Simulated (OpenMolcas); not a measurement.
**One shape, several levels: CH3BClFO (SMILES COB(F)Cl)**

We compute a comparison of 6 runs (HF/STO-3G, B3LYP/6-31G*, B2PLYP/cc-pVDZ, B3LYP/cc-pVDZ, r2SCAN/cc-pVDZ, MP2/cc-pVDZ) of CH3BClFO. 

The results are computed with OpenMolcas 26.06.

## Step 1: The system as given

CH3BClFO: 8 atoms, total charge 0, spin state singlet. SMILES: `COB(F)Cl`. The coordinates come from a PBE0-D4/def2-TZVP relaxation. This is one conformer, not always the lowest.

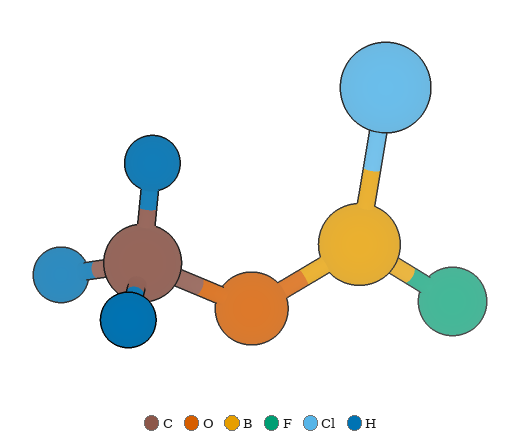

The structure, seen from a chosen angle (carbon brown, oxygen orange, boron amber, fluorine teal, chlorine blue, hydrogen blue).

## Step 2: Energy and gradient at HF/STO-3G (run 1)

Contents of geom.xyz:

```xyz
8

C      0.662000    -0.415400     0.804600
O     -0.122300    -0.654500    -0.347500
B     -0.782400     0.264900    -1.051400
F     -1.466600    -0.129900    -2.108800
Cl    -0.801800     1.985600    -0.658500
H      1.700600    -0.658800     0.576000
H      0.308900    -1.072800     1.599700
H      0.593700     0.623700     1.130000
```

Contents of job.input:

```
&gateway
baslib=$CurrDir
coord=geom.xyz
basis=STO-3G
group=NoSym
&seward
&scf
thresholds=1e-10 1e-07 1e-07 1e-05
prorbitals=1 2
&alaska
```

The basis set STO-3G is read from a file made from the Basis Set Exchange's data (not shown).

On the command line:

```console
$ export MOLCAS_MEM=1860
$ pymolcas job.input > job.log
```

The program printed:

```text
--- Start Module: gateway ---
[...]
--- Stop Module: gateway /rc=_RC_ALL_IS_WELL_ ---
[...]
      Basis functions           32
[...]
--- Start Module: scf ---
[...]
       Convergence after  11 Iterations
[...]
::    Total SCF energy                               -690.1510254624
[...]
      Total spin, S                                     0.0000000000
[...]
      Total electronic charge=   48.000000
      Total            charge=   -0.000000
[...]
      Dipole Moment (debye):
      Origin of the operator (angstrom)=   -0.5824    0.5554   -0.7004
                   X=  1.1913E+00               Y= -1.4403E+00               Z=  1.3183E+00           Total=  2.2872E+00
      Quadrupole Moment (debye*angstrom):
[...]
--- Stop Module: scf /rc=_RC_ALL_IS_WELL_ ---
--- Start Module: alaska ---
[...]
 *              Molecular gradients               *
 **************************************************
  Irreducible representation: a
 ------------------------------------------------------------------------------------------
                              X                       Y                       Z
 ------------------------------------------------------------------------------------------
  C1               -1.12940712900311E-03   -4.29808166436896E-03   -2.63396525147552E-03
  O2                9.50517194405709E-03    2.22561669144739E-03    1.36729980223476E-02
  B3                8.28242753011920E-03    3.24664812264639E-02    1.98333329157584E-02
  F4               -9.85420423534400E-03   -3.99128993474740E-03   -1.48700682664398E-02
  CL5              -8.25485964923045E-04   -2.63027577121804E-02   -7.66910642882435E-03
  H6               -3.55667821640004E-03   -5.91672571288449E-05   -1.70042808194820E-03
  H7               -6.66355354329573E-04    8.88001410850769E-04   -3.90271576410406E-03
  H8               -1.75546857420350E-03   -9.28802760355119E-04   -2.73004714529135E-03
[...]
--- Stop Module: alaska /rc=_RC_ALL_IS_WELL_ ---
[...]
```

Wall time 3 s (1 thread of Intel Xeon Platinum 8259CL at 2.50GHz (Skylake/Cascade Lake), shared host); peak memory 0.37 GiB.

## Step 3: Energy and forces at B3LYP/6-31G(d) (Cartesian functions) (run 2)

Contents of struct.xyz:

```xyz
8

C      0.662000    -0.415400     0.804600
O     -0.122300    -0.654500    -0.347500
B     -0.782400     0.264900    -1.051400
F     -1.466600    -0.129900    -2.108800
Cl    -0.801800     1.985600    -0.658500
H      1.700600    -0.658800     0.576000
H      0.308900    -1.072800     1.599700
H      0.593700     0.623700     1.130000
```

Contents of test.input:

```
&GATEWAY
 BasLib=$CurrDir
 Coord=struct.xyz
 Basis=6-31Gs
 Group=NoSym

&SEWARD
 GridInput
 Grid=UltraFine
 End of Grid

&SCF
 KSDFT=B3LYP
 Thresholds=1e-10 1e-07 1e-07 1e-05
 PrOrbitals=1 1

&ALASKA
```

The basis set 6-31G* is read from a file made from the Basis Set Exchange's data (not shown).

On the command line:

```console
$ export MOLCAS_MEM=1860
$ pymolcas test.input > test.log
```

The program printed:

```text
--- Start Module: gateway ---
[...]
--- Stop Module: gateway /rc=_RC_ALL_IS_WELL_ ---
[...]
      Basis functions           85
[...]
--- Start Module: scf ---
[...]
       Convergence after  14 Iterations
[...]
::    Total KS-DFT energy                            -700.1715323308
[...]
      Total spin, S                                     0.0000000000
[...]
      Total electronic charge=   48.000000
      Total            charge=   -0.000000
[...]
      Dipole Moment (debye):
      Origin of the operator (angstrom)=   -0.5824    0.5554   -0.7004
                   X=  1.4122E+00               Y= -5.4032E-01               Z=  1.8411E+00           Total=  2.3824E+00
      Quadrupole Moment (debye*angstrom):
[...]
--- Stop Module: scf /rc=_RC_ALL_IS_WELL_ ---
[...]
--- Start Module: alaska ---
[...]
 *              Molecular gradients               *
 **************************************************
  Irreducible representation: a
 ------------------------------------------------------------------------------------------
                              X                       Y                       Z
 ------------------------------------------------------------------------------------------
  C1               -2.77888169500073E-03   -6.86819167688313E-04   -4.22460660175528E-03
  O2                1.21529999982961E-03    3.38766010268898E-03    2.49499372564488E-03
  B3                6.98102469843517E-04    3.59339723186974E-03    1.90086959304716E-03
  F4                2.77983309116436E-03    1.60912182450534E-03    4.30366908520696E-03
  CL5               3.31118768117200E-04   -8.57428696268769E-03   -1.63363538337213E-03
  H6               -2.12970842090554E-03    5.11817329613473E-04    1.41289808031020E-04
  H7                4.32792197627041E-04    1.27261928452915E-03   -1.73762957210943E-03
  H8               -5.48556410696233E-04   -1.11350964279167E-03   -1.24495065475694E-03
[...]
--- Stop Module: alaska /rc=_RC_ALL_IS_WELL_ ---
[...]
```

Wall time 43 s (1 thread of Intel Xeon Platinum 8259CL at 2.50GHz (Skylake/Cascade Lake), shared host); peak memory 0.47 GiB.

Runs 3 to 4 aren't shown in full; the table further down has their settings and results.

## Step 4: Energy and forces at r2SCAN/cc-pVDZ (run 5)

Contents of test.input:

```
&GATEWAY
  BasLib=$CurrDir
  BasisSet
  C.cc-pVDZ....
  C1 0.662000 -0.415400 0.804600 angstrom
  End of Basis
  BasisSet
  O.cc-pVDZ....
  O2 -0.122300 -0.654500 -0.347500 angstrom
  End of Basis
  BasisSet
  B.cc-pVDZ....
  B3 -0.782400 0.264900 -1.051400 angstrom
  End of Basis
  BasisSet
  F.cc-pVDZ....
  F4 -1.466600 -0.129900 -2.108800 angstrom
  End of Basis
  BasisSet
  Cl.cc-pVDZ....
  Cl5 -0.801800 1.985600 -0.658500 angstrom
  End of Basis
  BasisSet
  H.cc-pVDZ....
  H6 1.700600 -0.658800 0.576000 angstrom
  H7 0.308900 -1.072800 1.599700 angstrom
  H8 0.593700 0.623700 1.130000 angstrom
  End of Basis

&SEWARD
  GridInput
  Grid=UltraFine
  End of Grid

&SCF
  KSDFT=2
  1.0 MGGA_X_R2SCAN
  1.0 MGGA_C_R2SCAN
  Thresholds=1e-10 1e-07 1e-07 1e-05
  PrOrbitals=0

&ALASKA
```

The basis set cc-pVDZ is read from a file made from the Basis Set Exchange's data (not shown).

On the command line:

```console
$ export MOLCAS_MEM=1860
$ pymolcas test.input > test.log
```

The program printed:

```text
--- Start Module: gateway ---
[...]
--- Stop Module: gateway /rc=_RC_ALL_IS_WELL_ ---
[...]
      Basis functions           89
[...]
--- Start Module: scf ---
[...]
       Convergence after  14 Iterations
[...]
::    Total KS-DFT energy                            -700.0409032096
[...]
      Total spin, S                                     0.0000000000
[...]
      Total electronic charge=   48.000000
      Total            charge=   -0.000000
[...]
      Dipole Moment (debye):
      Origin of the operator (angstrom)=   -0.5824    0.5554   -0.7004
                   X=  1.4283E+00               Y= -4.5838E-01               Z=  1.8781E+00           Total=  2.4037E+00
      Quadrupole Moment (debye*angstrom):
[...]
--- Stop Module: scf /rc=_RC_ALL_IS_WELL_ ---
[...]
--- Start Module: alaska ---
[...]
 *              Molecular gradients               *
 **************************************************
  Irreducible representation: a
 ------------------------------------------------------------------------------------------
                              X                       Y                       Z
 ------------------------------------------------------------------------------------------
  C1                1.28162848418434E-04   -1.69095857440715E-03   -4.83973851352459E-04
  O2                3.71591162066753E-04    7.72640309621586E-03    2.38522881030367E-03
  B3               -3.30773901359921E-03   -3.51814230506065E-03   -5.47764195774209E-03
  F4                6.73462530313884E-03    3.87773196302987E-03    1.03962855310975E-02
  CL5               1.21809150978258E-04   -6.03578063147481E-03   -1.30102929226394E-03
  H6               -5.93632983991821E-03    1.61554739376446E-03    1.11885225045327E-03
  H7                1.75555950840689E-03    3.90203578142589E-03   -4.48252298421625E-03
  H8                1.32320880528503E-04   -5.87683672356309E-03   -2.15519850630264E-03
[...]
--- Stop Module: alaska /rc=_RC_ALL_IS_WELL_ ---
[...]
```

It took 65 s on 1 thread of Intel Xeon Platinum 8259CL at 2.50GHz (Skylake/Cascade Lake), shared host; peak memory 0.49 GiB.

## Step 5: The energy at MP2/cc-pVDZ (run 6)

Contents of mol.input:

```
* CH3BClFO MP2
&GATEWAY
BasLib=$CurrDir
Coord
8
angstrom
C        0.662000      -0.415400       0.804600
O       -0.122300      -0.654500      -0.347500
B       -0.782400       0.264900      -1.051400
F       -1.466600      -0.129900      -2.108800
Cl      -0.801800       1.985600      -0.658500
H        1.700600      -0.658800       0.576000
H        0.308900      -1.072800       1.599700
H        0.593700       0.623700       1.130000
Basis=cc-pVDZ
Group=NoSym
&SEWARD
&SCF
Thresholds=1e-10 1e-07 1e-07 1e-05
PrOrbitals=1 2
&MBPT2
Frozen=9
```

The basis set cc-pVDZ is read from a file made from the Basis Set Exchange's data (not shown).

On the command line:

```console
$ export MOLCAS_MEM=1860
$ pymolcas mol.input > mol.log
```

The program printed:

```text
--- Start Module: gateway ---
[...]
--- Stop Module: gateway /rc=_RC_ALL_IS_WELL_ ---
[...]
      Basis functions           89
[...]
--- Start Module: scf ---
[...]
       Convergence after  13 Iterations
[...]
::    Total SCF energy                               -698.2698702863
[...]
      Total spin, S                                     0.0000000000
[...]
      Total electronic charge=   48.000000
      Total            charge=   -0.000000
[...]
      Dipole Moment (debye):
      Origin of the operator (angstrom)=   -0.5824    0.5554   -0.7004
                   X=  1.5682E+00               Y= -2.4680E-01               Z=  2.1332E+00           Total=  2.6591E+00
      Quadrupole Moment (debye*angstrom):
[...]
--- Stop Module: scf /rc=_RC_ALL_IS_WELL_ ---
[...]
--- Start Module: mbpt2 ---
[...]
WARNING!
Default frozen orbitals as non valence orbitals is overwritten by user input.
Default values:   9
[...]
       Reference weight ( Cref**2 )         =        0.82768
::    Total MBPT2 energy                             -698.9948606441
[...]
      Total MBPT2 calculations                           0.43      0.52
--- Stop Module: mbpt2 /rc=_RC_ALL_IS_WELL_ ---
[...]
```

Wall time 11 s (1 thread of Intel Xeon Platinum 8259CL at 2.50GHz (Skylake/Cascade Lake), shared host); peak memory 0.49 GiB.

## Step 6: Overview of the runs

```tsv
run	level	Cartesian functions	integration grid	energy (Eh)	dipole moment (D) of the reference	HOMO energy (eV)	LUMO energy (eV)	wall time
1	HF/STO-3G	no	–	-690.151025	2.29	-10.63	8.33	3 s
2	B3LYP/6-31G* (Cartesian functions)	yes	UltraFine	-700.171532	2.38	-8.82	0.80	43 s
3	B2PLYP/cc-pVDZ	no	UltraFine	-699.833504	2.51	-10.51	2.36	38 s
4	B3LYP/cc-pVDZ	no	UltraFine	-700.204771	2.39	-8.82	0.66	51 s
5	r2SCAN/cc-pVDZ	no	UltraFine	-700.040903	2.40	-7.98	0.25	65 s
6	MP2/cc-pVDZ	no	–	-698.994861	2.66	-12.86	4.75	11 s
```

## Step 7: Results

```
                                          quantity          value
                               run 6: total energy  -698.99486 Eh
         run 6: dipole moment (mean-field density)         2.66 D
        run 6: HOMO energy (Hartree–Fock orbitals)      -12.86 eV
        run 6: LUMO energy (Hartree–Fock orbitals)        4.75 eV
      run 6: HOMO–LUMO gap (Hartree–Fock orbitals)       17.61 eV
run 6: correlation energy (9 core orbitals frozen)     -725.0 mEh
```

**Reading.** Over runs 1, 2, 3, 4, 5 the dipole moment (its size) runs from 2.29 D (HF/STO-3G) to 2.51 D (B2PLYP/cc-pVDZ). The two ends differ in method and basis. A double hybrid's value is that of its SCF part. Over runs 1, 2, 3, 4, 5 the HOMO–LUMO gap runs from 8.23 eV (r2SCAN/cc-pVDZ) to 18.97 eV (HF/STO-3G). For B2PLYP the log adds the whole second-order term; the table takes 0.27 of it, as the functional is defined. Totals of different functionals can't be ranked against each other. In run 1 the basis is minimal, so the values are rough. All runs together took 3.5 min, the longest 65 s.
